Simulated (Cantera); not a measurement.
Charge: 1 mol Cr₂O₃, 2000 mol H₂, 1.7 mol H₂O, at 0.0100 bar.

Cantera equilibrium calculation (NASA polynomials, part measured and part estimated; ideal gas, pure solids and liquids). Candidate condensed phases: Cr, Cr₂O₃, H₂O; 13 gas species. Mutual solubility and eutectic melting of coexisting phases are not modelled. Kinetics and transport are ignored.

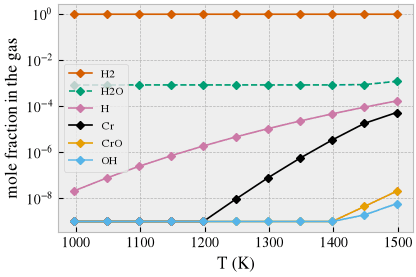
Fig. 1. Equilibrium gas composition (values under 1e-9 drawn at 1e-9)

Question: Read off the mole fractions at 1398 K.

Answer: H₂ about 1.00, H₂O about 0.00085, H about 4.7e-5, Cr about 3.5e-6.
